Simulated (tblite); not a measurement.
C4H15NOSi3: geometry relaxation (part 1 of 3)

C4H15NOSi3, computed with GFN2-xTB geometry optimisation, gas phase (tblite 0.8.0).

It belongs to a series of runs on one base structure; here: C replaced by Si.

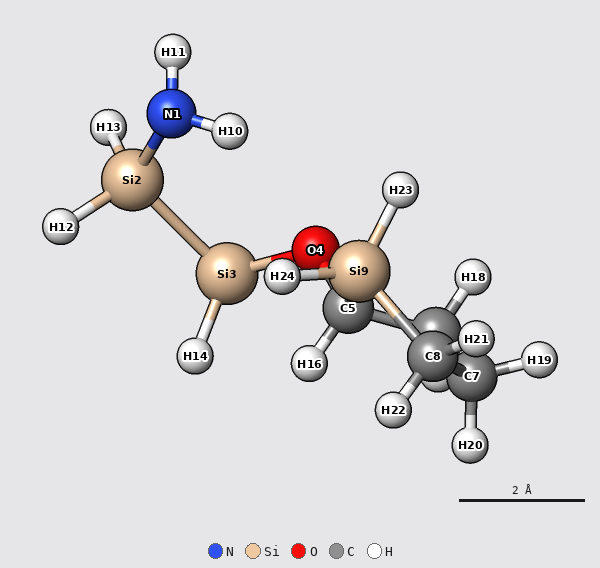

Fig. 1: The structure as given in the input (ball-and-stick view, seen at a tilt; atoms are numbered from 1 in the order of the input).

The input
```
{"job": {"kind": "relax", "xc": "GFN2-xTB", "basis": "xTB"}, "charge": 0, "multiplicity": 1}
N      3.145800     1.670200     0.237600
Si     3.605900     0.050800    -0.320000
Si     1.926500    -1.398200    -0.064000
O      0.688700    -0.577800     0.748200
C     -0.518000    -0.467100     0.126300
C     -1.708700    -0.950700     0.865900
C     -2.963900    -0.457000     0.301100
C     -2.835900     0.808700    -0.435200
Si    -1.064600     1.303800    -0.123100
H      2.146100     1.734700     0.510100
H      3.762700     1.957400     1.036400
H      3.913200     0.092800    -1.761800
H      4.787300    -0.376000     0.463200
H      1.509700    -1.836500    -1.409000
H      2.415600    -2.551700     0.702900
H     -0.488100    -0.937500    -0.860100
H     -1.713100    -2.061200     0.832200
H     -1.612500    -0.684000     1.939700
H     -3.691100    -0.309000     1.141900
H     -3.429800    -1.231000    -0.364900
H     -3.562300     1.603400    -0.150600
H     -2.916100     0.615000    -1.543500
H     -0.950700     2.084400     1.120700
H     -0.458500     1.936300    -1.285500
```

The first line tells a small driver script what to run in tblite; the rest is the geometry in Å.

Run as:
```bash
OMP_NUM_THREADS=1 python <driver script> task.json out
```

Log
```
step      E/eV     max force
  0    -772.90235    3.620
  1    -773.35996    0.974
  2    -773.44245    0.666
  3    -773.53201    0.496
  4    -773.58012    0.467
  5    -773.62167    0.425
  6    -773.65048    0.363
  7    -773.67840    0.371
  8    -773.69965    0.383
  9    -773.71850    0.300
 10    -773.73204    0.261
 11    -773.74036    0.212
 12    -773.74697    0.163
 13    -773.75232    0.151
 14    -773.75581    0.114
 15    -773.75826    0.121
 16    -773.76040    0.117
 17    -773.76277    0.118
 18    -773.76517    0.091
 19    -773.76708    0.087
 20    -773.76864    0.095
 21    -773.77058    0.120
 22    -773.77358    0.148
 23    -773.77770    0.180
 24    -773.78195    0.162
 25    -773.78521    0.099
 26    -773.78762    0.108
 27    -773.79033    0.138
 28    -773.79396    0.148
 29    -773.79794    0.133
 30    -773.80166    0.133
 31    -773.80517    0.120
 32    -773.80842    0.138
 33    -773.81199    0.144
 34    -773.81591    0.250
 35    -773.82004    0.185
 36    -773.82457    0.147
 37    -773.83063    0.145
 38    -773.83546    0.162
 39    -773.84294    0.236
 40    -773.84358    0.561
 41    -773.85298    0.136
 42    -773.85680    0.118
 43    -773.86427    0.156
 44    -773.86958    0.233
 45    -773.87720    0.234
 46    -773.88637    0.234
 47    -773.89460    0.252
 48    -773.90120    0.186
 49    -773.90481    0.338
 50    -773.90965    0.170
 51    -773.91256    0.154
 52    -773.92272    0.190
 53    -773.92864    0.197
 54    -773.93515    0.170
 55    -773.93830    0.131
 56    -773.94131    0.128
 57    -773.94460    0.170
 58    -773.94767    0.192
 59    -773.95125    0.107
 60    -773.95414    0.104
 61    -773.95562    0.097
 62    -773.95827    0.102
 63    -773.96064    0.089
 64    -773.96323    0.097
 65    -773.96568    0.103
 66    -773.96805    0.117
 67    -773.97001    0.118
 68    -773.97149    0.102
 69    -773.97277    0.063
 70    -773.97408    0.069
 71    -773.97537    0.065
 72    -773.97636    0.061
 73    -773.97708    0.053
 74    -773.97774    0.056
 75    -773.97850    0.055
 76    -773.97922    0.052
 77    -773.97976    0.044
 78    -773.98013    0.048
 79    -773.98048    0.048
 80    -773.98090    0.042
 81    -773.98139    0.043
 82    -773.98185    0.041
 83    -773.98222    0.048
 84    -773.98252    0.038
 85    -773.98279    0.035
 86    -773.98307    0.037
 87    -773.98338    0.030
 88    -773.98373    0.034
 89    -773.98416    0.045
 90    -773.98465    0.046
 91    -773.98507    0.039
 92    -773.98536    0.033
 93    -773.98558    0.030
 94    -773.98583    0.032
 95    -773.98616    0.042
 96    -773.98652    0.047
 97    -773.98682    0.034
 98    -773.98702    0.029
 99    -773.98720    0.030
100    -773.98740    0.034
101    -773.98761    0.032
102    -773.98778    0.031
103    -773.98792    0.032
104    -773.98806    0.028
105    -773.98820    0.035
106    -773.98833    0.029
107    -773.98843    0.022
108    -773.98851    0.019
109    -773.98860    0.021
110    -773.98870    0.020
111    -773.98878    0.022
112    -773.98886    0.018
113    -773.98893    0.017
114    -773.98900    0.017
115    -773.98908    0.019
116    -773.98917    0.020
117    -773.98924    0.017
118    -773.98930    0.019
119    -773.98937    0.021
120    -773.98945    0.020
121    -773.98954    0.025
122    -773.98963    0.027
123    -773.98970    0.027
124    -773.98977    0.021
125    -773.98984    0.020
126    -773.98994    0.024
127    -773.99003    0.024
128    -773.99011    0.020
129    -773.99019    0.020
130    -773.99026    0.018
131    -773.99032    0.016
132    -773.99038    0.014
133    -773.99043    0.018
134    -773.99049    0.022
135    -773.99055    0.017
136    -773.99060    0.012
137    -773.99065    0.016
138    -773.99070    0.021
139    -773.99076    0.024
140    -773.99081    0.020
141    -773.99085    0.011
142    -773.99088    0.010
143    -773.99090    0.015
144    -773.99094    0.019
145    -773.99098    0.017
146    -773.99103    0.015
147    -773.99107    0.014
148    -773.99113    0.021
149    -773.99121    0.028
150    -773.99133    0.031
151    -773.99153    0.039
152    -773.99186    0.052
153    -773.99239    0.074
154    -773.99316    0.100
155    -773.99436    0.098
156    -773.99528    0.186
157    -773.99602    0.209
158    -773.99965    0.099
159    -774.00043    0.395
160    -774.00207    0.173
161    -774.00512    0.176
162    -774.00689    0.147
163    -774.00948    0.291
164    -774.01271    0.150
165    -774.01621    0.140
166    -774.02011    0.084
167    -774.02109    0.335
168    -774.02487    0.166
169    -774.02758    0.219
170    -774.03180    0.198
171    -774.03464    0.297
172    -774.03718    0.127
173    -774.04011    0.089
174    -774.04234    0.232
175    -774.04428    0.101
176    -774.04611    0.082
177    -774.04849    0.066
178    -774.04936    0.095
179    -774.05033    0.066
180    -774.05136    0.080
181    -774.05202    0.065
182    -774.05272    0.064
183    -774.05330    0.052
184    -774.05385    0.062
185    -774.05432    0.061
186    -774.05475    0.044
187    -774.05513    0.045
188    -774.05548    0.035
189    -774.05580    0.038
190    -774.05612    0.040
191    -774.05648    0.035
192    -774.05684    0.038
193    -774.05716    0.039
194    -774.05743    0.037
195    -774.05766    0.034
196    -774.05789    0.031
197    -774.05814    0.038
198    -774.05840    0.033
199    -774.05868    0.032
200    -774.05898    0.037
201    -774.05930    0.040
202    -774.05962    0.049
203    -774.05992    0.046
204    -774.06020    0.033
205    -774.06050    0.044
206    -774.06083    0.056
207    -774.06113    0.040
208    -774.06136    0.024
209    -774.06151    0.026
210    -774.06166    0.029
211    -774.06184    0.041
212    -774.06205    0.043
213    -774.06226    0.032
214    -774.06245    0.029
215    -774.06260    0.026
216    -774.06272    0.025
217    -774.06284    0.029
218    -774.06296    0.033
219    -774.06311    0.027
220    -774.06330    0.029
221    -774.06353    0.033
222    -774.06378    0.043
223    -774.06404    0.043
224    -774.06425    0.037
225    -774.06448    0.038
226    -774.06471    0.031
227    -774.06490    0.038
228    -774.06507    0.042
229    -774.06523    0.043
230    -774.06540    0.035
231    -774.06556    0.027
232    -774.06573    0.027
233    -774.06591    0.028
234    -774.06612    0.024
235    -774.06636    0.035
236    -774.06657    0.030
237    -774.06671    0.029
238    -774.06679    0.036
239    -774.06686    0.037
240    -774.06695    0.034
241    -774.06704    0.030
242    -774.06715    0.018
243    -774.06724    0.018
244    -774.06731    0.017
245    -774.06737    0.019
246    -774.06744    0.018
247    -774.06751    0.017
248    -774.06758    0.021
249    -774.06763    0.013
250    -774.06767    0.013
251    -774.06770    0.015
252    -774.06773    0.016
253    -774.06776    0.013
254    -774.06778    0.010
```

Trajectory as extended XYZ (Å, eV, eV/Å), 20 of the 255 frames kept, from step=0 to step=254
```
24
Properties=species:S:1:pos:R:3:forces:R:3 step=0 energy=-772.90235
N     3.1458    1.6702    0.2376    0.3810  -0.5070   0.9560
Si    3.6059    0.0508   -0.3200    0.2820   1.1160   0.1700
Si    1.9265   -1.3982   -0.0640   -0.6650   0.1580   0.8870
O     0.6887   -0.5778    0.7482    2.2420  -1.5260  -0.2530
C    -0.5180   -0.4671    0.1263   -0.6240   1.0350  -1.2600
C    -1.7087   -0.9507    0.8659    1.0140  -2.5490   1.9470
C    -2.9639   -0.4570    0.3011   -3.3940  -1.1750   0.4500
C    -2.8359    0.8087   -0.4352   -0.1780   1.8340  -1.8620
Si   -1.0646    1.3038   -0.1231    0.5350   1.6610  -0.1010
H     2.1461    1.7347    0.5101    1.1110   0.0860  -0.1200
H     3.7627    1.9574    1.0364   -1.1070  -0.0860  -1.0390
H     3.9132    0.0928   -1.7618    0.2640   0.2400   0.1400
H     4.7873   -0.3760    0.4632   -0.0400   0.1230  -0.2600
H     1.5097   -1.8365   -1.4090   -0.2430  -0.1530   0.2550
H     2.4156   -2.5517    0.7029   -0.4660  -0.1310  -0.0070
H    -0.4881   -0.9375   -0.8601   -0.1210  -0.2660  -0.1180
H    -1.7131   -2.0612    0.8322    0.0160   0.2030   0.3220
H    -1.6125   -0.6840    1.9397    0.0800   0.0030  -0.4600
H    -3.6911   -0.3090    1.1419    0.3120  -0.2750  -0.5550
H    -3.4298   -1.2310   -0.3649    0.2820   0.4320   0.4970
H    -3.5623    1.6034   -0.1506    0.3110  -0.7590  -0.3730
H    -2.9161    0.6150   -1.5435   -0.2840   0.4080   0.9430
H    -0.9507    2.0844    1.1207    0.1380  -0.0420  -0.1200
H    -0.4585    1.9363   -1.2855    0.1520   0.1690  -0.0380
24
Properties=species:S:1:pos:R:3:forces:R:3 step=13 energy=-773.75232
N     3.1895    1.6287    0.2943   -0.0240   0.0060   0.0140
Si    3.6534    0.0735   -0.3071   -0.0520  -0.0590   0.0380
Si    1.9630   -1.4650   -0.0436   -0.0610  -0.0070  -0.0340
O     0.6867   -0.7346    0.6651    0.0260   0.0400  -0.1030
C    -0.5586   -0.4609    0.0707   -0.0320  -0.0790   0.0090
C    -1.7163   -1.0195    0.9010    0.0140  -0.0210  -0.0110
C    -3.0405   -0.4923    0.3180    0.0070  -0.0500   0.0450
C    -2.8383    0.8348   -0.4494   -0.0750  -0.0660   0.0260
Si   -1.0425    1.3747   -0.1484    0.0410  -0.0850   0.0250
H     2.2127    1.7813    0.4856   -0.0360   0.0250   0.0130
H     3.7441    2.0938    0.9927    0.0500   0.0090  -0.0410
H     4.0481    0.2658   -1.7149   -0.0110   0.0380   0.0070
H     4.8849   -0.3198    0.3892    0.0360  -0.0120   0.0370
H     1.4590   -1.9582   -1.3418    0.0920  -0.0610  -0.0010
H     2.2418   -2.6654    0.7603   -0.0250   0.0700   0.0020
H    -0.5935   -0.9377   -0.9210    0.0300  -0.0300   0.0410
H    -1.6866   -2.1136    0.9082   -0.0490   0.0720  -0.0040
H    -1.5848   -0.6886    1.9366   -0.0340   0.0270  -0.1060
H    -3.7547   -0.3449    1.1305    0.0170  -0.0290  -0.0330
H    -3.4676   -1.2426   -0.3530    0.0440   0.0540   0.0340
H    -3.5906    1.5641   -0.1586    0.0120   0.0220   0.0100
H    -2.9769    0.6602   -1.5179   -0.0420   0.0320   0.0210
H    -0.8605    2.1461    1.0760    0.0320   0.0640   0.1330
H    -0.3838    2.0400   -1.2638    0.0390   0.0400  -0.1220
24
Properties=species:S:1:pos:R:3:forces:R:3 step=27 energy=-773.79033
N     3.1700    1.6119    0.3401    0.0030   0.0290  -0.0310
Si    3.6423    0.0733   -0.2772    0.0760  -0.0360  -0.0370
Si    1.9799   -1.4985   -0.0718    0.0370   0.0770  -0.0020
O     0.6937   -0.7202    0.5392   -0.0960  -0.0180   0.0980
C    -0.5813   -0.4917    0.0018   -0.0280   0.0370  -0.0650
C    -1.7166   -1.0119    0.8872    0.0070   0.0180  -0.0340
C    -3.0489   -0.4953    0.3168    0.0190   0.0310  -0.0220
C    -2.8718    0.8640   -0.3985    0.0910   0.0460   0.0100
Si   -1.0447    1.3534   -0.1778    0.0150   0.0420  -0.0270
H     2.2121    1.8091    0.5684   -0.0490  -0.0430   0.0510
H     3.7948    2.1760    0.8871    0.0220   0.0300   0.0070
H     4.0569    0.3211   -1.6783    0.0100  -0.0490   0.0840
H     4.8638   -0.3349    0.4432   -0.0320   0.0170  -0.0480
H     1.6282   -2.1137   -1.3647   -0.0320   0.0060   0.0010
H     2.1885   -2.6268    0.8401    0.0600  -0.0580   0.0370
H    -0.6416   -0.9915   -0.9736   -0.0350  -0.0360  -0.0260
H    -1.7104   -2.1012    0.9517    0.0030  -0.0390  -0.0510
H    -1.5603   -0.6320    1.8994   -0.0110   0.0470  -0.0120
H    -3.7762   -0.4067    1.1236   -0.0050   0.0010   0.0210
H    -3.4476   -1.2202   -0.3937    0.0320  -0.0560  -0.0060
H    -3.5881    1.6019   -0.0415    0.0300  -0.0500   0.0340
H    -3.0596    0.7460   -1.4672   -0.1000   0.0010   0.0390
H    -0.7850    2.0843    1.0676    0.0200   0.0040  -0.0180
H    -0.4103    2.0234   -1.3132   -0.0360  -0.0020  -0.0050
24
Properties=species:S:1:pos:R:3:forces:R:3 step=40 energy=-773.84358
N     3.1023    1.6370    0.3216   -0.2700  -0.0430   0.3240
Si    3.6611    0.0804   -0.1995   -0.0670   0.0470   0.0090
Si    2.0160   -1.5060   -0.0529   -0.0830   0.0280   0.1420
O     0.6428   -0.7962    0.4318    0.0390   0.0630   0.0560
C    -0.6176   -0.5453   -0.1340    0.0460  -0.0240  -0.0020
C    -1.7318   -0.9896    0.8191    0.0820  -0.0490   0.0050
C    -3.0764   -0.4978    0.2736    0.1020  -0.0890   0.0560
C    -2.9292    0.9382   -0.2898   -0.1530  -0.1050   0.0380
Si   -1.0508    1.3097   -0.3243   -0.0880   0.0100  -0.0010
H     2.2672    1.6954    0.9058    0.4730  -0.0730  -0.2920
H     3.7850    2.3122    0.6355   -0.1220  -0.0290  -0.0600
H     4.1390    0.3101   -1.5668    0.0700   0.0720  -0.1010
H     4.8704   -0.3640    0.5276   -0.0500   0.0420   0.0430
H     1.8112   -2.2527   -1.3032   -0.0360   0.0130  -0.0260
H     2.2641   -2.5218    0.9840   -0.0430  -0.0020  -0.0410
H    -0.6905   -1.0896   -1.0823   -0.0580  -0.0530  -0.0220
H    -1.7239   -2.0733    0.9633   -0.0360   0.0280  -0.0310
H    -1.5155   -0.5255    1.7865   -0.1080  -0.0650  -0.0020
H    -3.8236   -0.5498    1.0739    0.0620   0.0890  -0.1790
H    -3.3978   -1.1871   -0.5155    0.0290   0.1670   0.0370
H    -3.4807    1.6498    0.3327    0.1060  -0.1090  -0.1140
H    -3.3833    0.9844   -1.2875    0.1240   0.0700   0.2310
H    -0.6024    1.9785    0.9021   -0.0050   0.0790   0.0060
H    -0.5473    2.0227   -1.4930   -0.0150  -0.0670  -0.0760
```
